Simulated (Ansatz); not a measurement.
# CaZnNi in the AlB2 type: phonon-mediated transition temperature

Aim: the phonon-mediated transition temperature of CaZnNi in the AlB2 type at ambient pressure, over a range of μ*. The cell shown first is a relaxed one, from steps not shown here.

Main program and level: Ansatz 0.2.0; DFT PBE, scalar-relativistic, plane waves, PAW; PAW set soft_1.

The structure was built from a prototype and need not be the compound's stable phase.

In doubt: the program doubts the meshes or the phonons of the coupling sums, which bears on λ, Tc and transport values.

## Step 1: The cell after earlier relaxation steps

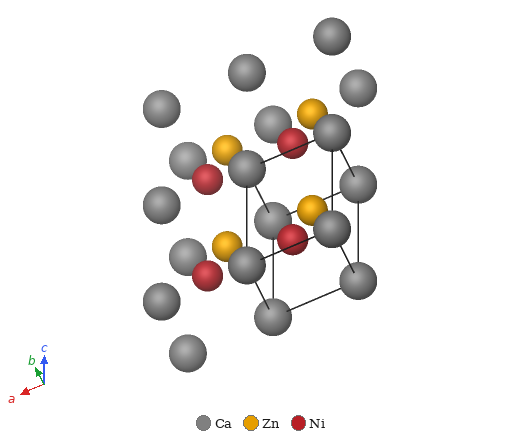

The starting structure, seen from a free direction (calcium grey, zinc orange, nickel red). 2×1×2 cells are drawn. Some periodic images of atoms are drawn too.

## Step 2: Electron–phonon run: q 3×3×2, k 6×6×6, scattering 12×12×8

The run that gives the couplings also evaluates McMillan's and Allen and Dynes's formulas and, where asked, the Eliashberg equations, over a range of μ*.

input.yaml

```yaml
crystal:
  lattice:
    - [4.2052760946, 0.0, 0.0]
    - [-2.1026380473, 3.6418759279, 0.0]
    - [0.0, 0.0, 3.9082515567]
  atoms:
    - { symbol: Ca, position: [0.0, 0.0, 0.0] }
    - { symbol: Zn, position: [0.3333333333, 0.6666666667, 0.5] }
    - { symbol: Ni, position: [0.6666666667, 0.3333333333, 0.5] }
kpoints:
  mp_grid: { grid: [6, 6, 6] }
hamiltonian:
  xc: pbe
  pseudopotentials: { kind: paw, azcp: { folder: soft_1 } }
scf:
  occupations: { method: methfessel_paxton, width: 0.2 }
output:
  eigenvalues: true
phonons:
  method: dfpt
  qmesh: [3, 3, 2]
  temperatures: { t_max: 1000, t_step: 50 }
  qpath:
    path:
      - [[0.0, 0.0, 0.0], [0.5, 0.0, 0.0], [0.33333333, 0.33333333, 0.0], [0.0, 0.0, 0.0], [0.0, 0.0, 0.5], [0.5, 0.0, 0.5], [0.33333333, 0.33333333, 0.5], [0.0, 0.0, 0.5]]
      - [[0.5, 0.0, 0.5], [0.5, 0.0, 0.0]]
      - [[0.33333333, 0.33333333, 0.5], [0.33333333, 0.33333333, 0.0]]
    npoints: 10
  electrical_resistivity:
    mesh: [12, 12, 8]
    temperatures: [20.0, 50.0, 77.0, 100.0, 150.0, 200.0, 300.0, 400.0, 600.0, 800.0]
  superconductivity: { mesh: [12, 12, 8] }
```

Run with:

```bash
$ ansatz run input.yaml --threads 4 --pin off --max-ram 12288MiB --backend cpu --events-out ev --progress --plain --runs-dir out
```

Numbers of over 12 decimals in the logs are rounded to 6 here.

Output:

```text
Warning: phonons: the dynamical matrix that this run interpolates holds no multipole term above the dipole-dipole one, and a site of this crystal is no centre of inversion, so its interpolated transverse optical and acoustic branches and sound speeds can stay off near Gamma, and the density of states and the thermodynamics with them. What a run solves at a wave vector of phonons.qpoints, Gamma apart, where the deck admits one, is free of this, and under fd what a larger phonons.supercell samples
Engine: ansatz 0.2.0, aarch64-unknown-linux-gnu
Pseudopotentials: kind: paw
Pseudopotential: Ca, paw, valence charge 10, recommended cutoff 420 eV (normal), soft_1/Ca.paw.azcp
Pseudopotential: Zn, paw, valence charge 12, recommended cutoff 420 eV (normal), soft_1/Zn.paw.azcp
Pseudopotential: Ni, paw, valence charge 18, recommended cutoff 420 eV (normal), soft_1/Ni.paw.azcp
Functional definition: PBE
  parameter kappa = 0.804
  parameter beta = 0.066725
  exchange = pbe_x(kappa = kappa, mu = beta*pi^2/3)
  correlation = pbe_c(beta = beta)
Crystal: 3 atoms, lattice volume = 59.855 Å³
Basis set: ecut = 420 eV, 1171 PW (Γ), exchange–correlation on 60×60×54 points (8 copies of the dense FFT grid, shifted against one another)
Bands: 24, of which v1, the nominal top of the filled ones, is band 20 counted from 1 (19 counted from 0)
Symmetry: 12 space group operations
k-points: 28 of 216 (time reversal used)
Non-local potential: Ca, projectors of the file, l = 0: 3, l = 1: 2, l = 2: 2
Non-local potential: Zn, projectors of the file, l = 0: 2, l = 1: 2, l = 2: 3, l = 3: 1
Non-local potential: Ni, projectors of the file, l = 0: 3, l = 1: 2, l = 2: 3, l = 3: 1
PAW form: soft (Blöchl's): semilocal exchange-correlation on the pseudo side does not see the compensation charge
PAW one-centre angular grid: Ca, 110 points (default); XC on 64 Gauss nodes
PAW one-centre angular grid: Zn, 590 points (default); XC on 64 Gauss nodes
PAW one-centre angular grid: Ni, 590 points (default); XC on 64 Gauss nodes
Initial density: superposition of atomic densities (chi_scale 0.1, normalization cell, long waves kept (reshape's long-wave potential 0.00 eV rms))
Initial wavefunctions: pseudopotential atomic-orbital guess
Functional: x = pbe(κ = 0.804, μ = 0.219515), c = pbe(β = 0.066725)
SCF iter   1: F=—  HF=-10977.008950 eV  |F-HF|=—  |Δ(HF+E_count)|=         —  Δρ=6.22e-2  dr2=2.62e0  ethr=3.10e-3  ⟨swp⟩=6.4  Hψ=3236  notcnv=0
preconditioner: auto → Kerker (q_TF=auto, 2.551 Å⁻¹)  [metal: Δε(μ)=0.129 eV  Ē_g=8.976 eV  σ=0.200 eV  W_gap=0.47  n_scr=20 (ndim 8)  ℏωp=26.3 eV  f_vac=0.000  D(μ)=2.65/eV (n_scr^D=20)]
SCF iter   2: F=—  HF=-10976.432947 eV  |F-HF|=—  |Δ(HF+E_count)|=   5.76e-1  S|Δr|=    0.00e0  Δρ=2.22e-2  dr2=5.61e-1  ethr=3.10e-3  ⟨swp⟩=2.3  Hψ=1363  notcnv=0  defer=1
SCF iter   3: F=—  HF=-10976.277081 eV  |F-HF|=—  |Δ(HF+E_count)|=   1.56e-1  S|Δr|=    0.00e0  Δρ=1.57e-2  dr2=2.59e-1  ethr=1.40e-3  ⟨swp⟩=2.0  Hψ=1339  notcnv=0  defer=1
SCF iter   4: F=—  HF=-10976.211028 eV  |F-HF|=—  |Δ(HF+E_count)|=   6.61e-2  S|Δr|=    0.00e0  Δρ=6.68e-3  dr2=1.64e-2  ethr=6.46e-4  ⟨swp⟩=2.0  Hψ=1119  notcnv=0  defer=1
SCF iter   5: F=—  HF=-10976.211190 eV  |F-HF|=—  |Δ(HF+E_count)|=   1.62e-4  S|Δr|=    0.00e0  Δρ=2.63e-3  dr2=3.20e-3  ethr=4.10e-5  ⟨swp⟩=2.0  Hψ=1226  notcnv=0  defer=1
SCF iter   6: F=—  HF=-10976.210625 eV  |F-HF|=—  |Δ(HF+E_count)|=   5.65e-4  S|Δr|=    0.00e0  Δρ=1.18e-3  dr2=7.59e-4  ethr=8.01e-6  ⟨swp⟩=2.4  Hψ=1093  notcnv=0  defer=1
SCF iter   7: F=—  HF=-10976.210613 eV  |F-HF|=—  |Δ(HF+E_count)|=   1.23e-5  S|Δr|=    0.00e0  Δρ=5.96e-4  dr2=1.85e-4  ethr=1.90e-6  ⟨swp⟩=2.0  Hψ=816  notcnv=0  defer=1
SCF iter   8: F=—  HF=-10976.210604 eV  |F-HF|=—  |Δ(HF+E_count)|=   8.17e-6  S|Δr|=    0.00e0  Δρ=1.33e-4  dr2=1.36e-5  ethr=4.61e-7  ⟨swp⟩=2.5  Hψ=988  notcnv=0  defer=1
SCF iter   9: F=—  HF=-10976.210613 eV  |F-HF|=—  |Δ(HF+E_count)|=   8.95e-6  S|Δr|=    0.00e0  Δρ=6.47e-5  dr2=2.83e-6  ethr=3.39e-8  ⟨swp⟩=2.9  Hψ=1079  notcnv=0  defer=1
SCF iter  10: F=—  HF=-10976.210607 eV  |F-HF|=—  |Δ(HF+E_count)|=   6.76e-6  S|Δr|=    0.00e0  Δρ=2.15e-5  dr2=2.44e-7  ethr=7.07e-9  ⟨swp⟩=2.2  Hψ=889  notcnv=0  defer=1
[...]
SCF 1 converged in 16 iterations: F = -10976.210607 eV  dr2 = 6.40e-12
  greatest PAW one-centre occupation: 1.001 electrons in one spin orbital (limit 2), on the Ni atom at site 2 (counted from 0), in its partial waves of l = 1
Initial density: read from a saved state, or passed on in memory by an earlier SCF of this step, an earlier step, the calling program or the single point that the run made first
[...]
eigensolver tolerance schedule: the retry pair's looser diagonalisation over-reported the residual by 11182.37 of it (diagonalisation noise at 0.47 of the residual, at the tolerance the schedule requests for it); recorded, not acted on — ethr = c·dr2/N_el stays at c = 1.0e-1
preconditioner: auto → Kerker (q_TF=auto, 2.551 Å⁻¹)  [metal: Δε(μ)=0.111 eV  Ē_g=9.839 eV  σ=0.200 eV  W_gap=0.44  n_scr=20 (ndim 8)  ℏωp=26.3 eV  f_vac=0.000  D(μ)=2.55/eV (n_scr^D=20)]
[...]
SCF 2 converged in 6 iterations: F = -10976.210607 eV  dr2 = 6.47e-12
phonons: the bands overlap, so this run is a metal and interpolates without the dipole-dipole term. If the crystal is really an insulator or semiconductor, its LO-TO splitting is missing
NSCF: frozen V_eff on 28 k-points
WARN: eigensolver did not converge (k=14): 1 band(s) unlocked after 20 sweeps at ethr=1.55e-12 eV (storage-precision floor; scheduled 1.00e-12 eV) (lowest unlocked band 23, counted from 0; max residual 4.76e-6 eV among the unlocked bands, 4.76e-6 eV over every band; other slots of this pass that fall short are told together in one closing line; warning suppressed until the next SCF loop or pass starts)
WARN: eigensolver did not converge in 2 slots of this pass, the one above among them; of largest residual over every band (k=15): 1 band(s) unlocked (lowest unlocked band 23, counted from 0; max residual 5.99e-5 eV among the unlocked bands, 5.99e-5 eV over every band); of lowest unlocked band (k=14): band 23
NSCF: frozen V_eff on 52 k-points
[...]
77.00      3.2155e0              no      1.5055e0      1.5055e0      6.6354e0        3.5193e0          2.9566e0
    100.00      4.6048e0              no      2.2317e0      2.2317e0      9.3511e0        4.9425e0          4.2461e0
    150.00      7.5462e0              no      3.7847e0      3.7847e0      1.5069e1        7.9818e0          6.9876e0
    200.00      1.0399e1              no      5.2873e0      5.2873e0      2.0624e1        1.0958e1          9.6480e0
    300.00      1.5987e1              no      8.2166e0      8.2166e0      3.1527e1        1.6836e1          1.4853e1
    400.00      2.1515e1              no      1.1106e1      1.1106e1      4.2332e1        2.2706e1          1.9999e1
    600.00      3.2525e1              no      1.6842e1      1.6842e1      6.3891e1        3.4579e1          3.0229e1
    800.00      4.3551e1              no      2.2558e1      2.2558e1      8.5537e1        4.6745e1          4.0447e1
  mean free path at 20 K (of a tensor a third of its trace): 1442 nm by what each carries, 1072 by the Fermi surface alone
  mean free path at 50 K (of a tensor a third of its trace): 130 nm by what each carries, 112 by the Fermi surface alone
  mean free path at 77 K (of a tensor a third of its trace): 58.5 nm by what each carries, 52.9 by the Fermi surface alone
  Hall coefficient in a weak field at 77 K (a third of the trace): (none: it, or that of a finer mesh, parts from a neighbouring mesh's by over half of the finer one's) (as a tensor it moves by 98.7 % between the two finest meshes); by each state's relaxation time: -8.474e-11 m³/C; by a constant relaxation time: -1.172e-10 m³/C
  mean free path at 100 K (of a tensor a third of its trace): 39.1 nm by what each carries, 36.0 by the Fermi surface alone
  Hall coefficient in a weak field at 100 K (a third of the trace): (none: it, or that of a finer mesh, parts from a neighbouring mesh's by over half of the finer one's) (as a tensor it moves by 77.9 % between the two finest meshes); by each state's relaxation time: -9.561e-11 m³/C; by a constant relaxation time: -1.177e-10 m³/C
  mean free path at 150 K (of a tensor a third of its trace): 22.9 nm by what each carries, 21.5 by the Fermi surface alone
  Hall coefficient in a weak field at 150 K (a third of the trace): (none: it, or that of a finer mesh, parts from a neighbouring mesh's by over half of the finer one's) (as a tensor it moves by 63.7 % between the two finest meshes); by each state's relaxation time: -1.064e-10 m³/C; by a constant relaxation time: -1.187e-10 m³/C
  mean free path at 200 K (of a tensor a third of its trace): 16.4 nm by what each carries, 15.4 by the Fermi surface alone
  Hall coefficient in a weak field at 200 K (a third of the trace): (none: it, or that of a finer mesh, parts from a neighbouring mesh's by over half of the finer one's) (as a tensor it moves by 58.6 % between the two finest meshes); by each state's relaxation time: -1.109e-10 m³/C; by a constant relaxation time: -1.194e-10 m³/C
  mean free path at 300 K (of a tensor a third of its trace): 10.6 nm by what each carries, 9.96 by the Fermi surface alone
  Hall coefficient in a weak field at 300 K (a third of the trace): (none: it, or that of a finer mesh, parts from a neighbouring mesh's by over half of the finer one's) (as a tensor it moves by 52.7 % between the two finest meshes); by each state's relaxation time: -1.148e-10 m³/C; by a constant relaxation time: -1.201e-10 m³/C
  mean free path at 400 K (of a tensor a third of its trace): 7.88 nm by what each carries, 7.38 by the Fermi surface alone
  Hall coefficient in a weak field at 400 K (a third of the trace): -1.441e-10 m³/C (as a tensor it moves by 47.7 % between the two finest meshes); by each state's relaxation time: -1.167e-10 m³/C; by a constant relaxation time: -1.205e-10 m³/C
  mean free path at 600 K (of a tensor a third of its trace): 5.24 nm by what each carries, 4.87 by the Fermi surface alone
  Hall coefficient in a weak field at 600 K (a third of the trace): -1.472e-10 m³/C (as a tensor it moves by 38.2 % between the two finest meshes); by each state's relaxation time: -1.191e-10 m³/C; by a constant relaxation time: -1.204e-10 m³/C
  mean free path at 800 K (of a tensor a third of its trace): 3.95 nm by what each carries, 3.64 by the Fermi surface alone
  Hall coefficient in a weak field at 800 K (a third of the trace): -1.494e-10 m³/C (as a tensor it moves by 30.8 % between the two finest meshes); by each state's relaxation time: -1.199e-10 m³/C; by a constant relaxation time: -1.191e-10 m³/C
  the resistivity times a path that all electrons share, by the Fermi surface of the deck's mesh alone (a third of the trace): 1.301e-15 Ω·m²
  not converged in the mesh (λ; λ_tr; the resistivity at 20 K by 63.99 %; the resistivity at 50 K by 27.65 %; the resistivity at 77 K by 22.79 %; the resistivity at 100 K by 21.22 %; the resistivity at 150 K by 19.93 %; the resistivity at 200 K by 19.59 %; the resistivity at 300 K by 19.80 %; the resistivity at 400 K by 20.38 %; the resistivity at 600 K by 21.60 %; the resistivity at 800 K by 22.46 %): between neighb [...]
  vibrations of 18 cells: unjudged by the run; compare a larger repeat
  the changes of the potential over all sites missed a rigid shift's by 0.00 % (the site terms' by 0.00 %)
  at the force constants' own smearing the fine mesh and the k-points of their solves give squared frequencies that differ by 50.5 % of the larger at the most, at (0, 0.3333, -0.5)
--- Superconductivity: potentials and phonons of a 3×3×2 supercell ---
           mesh         λ    ħω_log (meV)  μ* declared at (meV)
        12×12×8    0.2869           9.494               13.227
          6×6×4    0.2905           8.550               12.924
  λ by the species' shares of the modes' patterns: Ca 0.0583, Zn 0.1046, Ni 0.1240
  with the Fermi level up to 27.3 meV (the hardest mode) off, states and modes as they are: density of states 0.7434 to 0.7787 /eV of one spin and cell, λ 0.2782 to 0.2975
  transition temperature on the deck's mesh (K), isotropic and anisotropic, restricted to the Fermi surface (FSR) and over the full bandwidth (FBW), and the last with the density of states resolved in a narrower window:
        μ*   McMillan   Allen–Dynes      iso. FSR      iso. FBW    aniso. FSR    aniso. FBW  narrow window
      0.08      0.088         0.089    none_found    none_found         0.105         0.105          0.105
      0.10      0.034         0.034    none_found    none_found    none_found    none_found     none_found
      0.12      0.009         0.009    none_found    none_found    none_found    none_found     none_found
      0.13      0.004         0.004    none_found    none_found    none_found    none_found     none_found
      0.14      0.002         0.002    none_found    none_found    none_found    none_found     none_found
      0.16      0.000         0.000    none_found    none_found    none_found    none_found     none_found
      0.20      0.000         0.000    none_found    none_found    none_found    none_found     none_found
  none_found: no transition down to 0.1 K
  isotope coefficients −∂ln Tc/∂ln M under μ* = 0.13, the force constants as they are, of the isotropic transitions restricted to the Fermi surface and over the full bandwidth: Ca - and -, Zn - and -, Ni - and -
  converged in the mesh: between neighbouring meshes, the two finest first, λ moves by 1.25 % and the anisotropic transition temperature over the full bandwidth at μ* = 0.13 by nothing (neither mesh has one); converged means that the two finest part by at most 2.00 % and 5.00 %
  vibrations of 18 cells: unjudged by the run; compare a larger repeat
  the changes of the potential over all sites missed a rigid shift's by 0.00 % (the site terms' by 0.00 %)
  at the force constants' own smearing the fine mesh and the k-points of their solves give squared frequencies that differ by 50.5 % of the larger at the most, at (0, 0.3333, -0.5)
[key lines of the parts left out:]
SCF converged after 16 iterations
Free energy (F): -10976.210607 eV
Fermi energy:    9.325274 eV
```

It took 7.1 min on 4 threads of Arm Neoverse V2, shared host; peak memory 5.3 GiB.

This run has no spin polarisation, although Ni can carry a moment.

This step gave:

```yaml
volume_per_atom: 19.95 Å³/atom
metallic_on_mesh: yes
gap_on_the_k_mesh: 0 eV
zero_point_energy: 0.07528 eV/cell
share_of_imaginary_modes_in_the_plain_interpolation_between_solved_wavevectors: 0.0028
highest_frequency_solved_or_plainly_interpolated: 216 cm⁻¹
resistivity_at_300_k: 15.99 μΩ cm, mean of the axes
coupling_constant_lambda: 0.2869
density_of_states_at_the_fermi_level: 0.759 states/eV a spin and cell
log_mean_phonon_energy_omega_log: 9.494 meV
transport_coupling_constant_lambda_tr: 0.2427, 0.2427, 0.4494 (xx, yy, zz)
drude_plasma_energy: 5.873, 5.873, 3.985 eV (xx, yy, zz)
resistivity_times_mean_free_path: 9.732, 9.732, 19.56 × 10⁻¹⁶ Ω m² (xx, yy, zz)
second_moment_phonon_energy_omega: 13.23 meV
```

An empty cell: under 1 mK by a formula, or no transition down to the floor of the Eliashberg search. Transition temperatures:

| μ* | McMillan Tc (K) | Allen–Dynes Tc (K) | anisotropic Fermi-surface Tc (K) | anisotropic full bandwidth Tc (K) | anisotropic narrow window Tc (K) |
| --- | --- | --- | --- | --- | --- |
| 0.08 | 0.0883 | 0.0893 | 0.105 | 0.105 | 0.105 |
| 0.1 | 0.0335 | 0.0339 | - | - | - |
| 0.12 | 0.00932 | 0.0094 | - | - | - |
| 0.13 | 0.00415 | 0.00418 | - | - | - |
| 0.14 | 0.00158 | 0.00159 | - | - | - |
| 0.16 | - | - | - | - | - |
| 0.2 | - | - | - | - | - |

[end of part 1 of 2]

[Logs are printed without paths, hosts, clocks, repeated set-up lines and the standing remarks that a program may print on its own settings, such as how far it seeks lower states.]

[Hosts, paths, dates, database ids (printed as entryN), source tags and the programs' standing remarks are cut or masked in the printed files.]
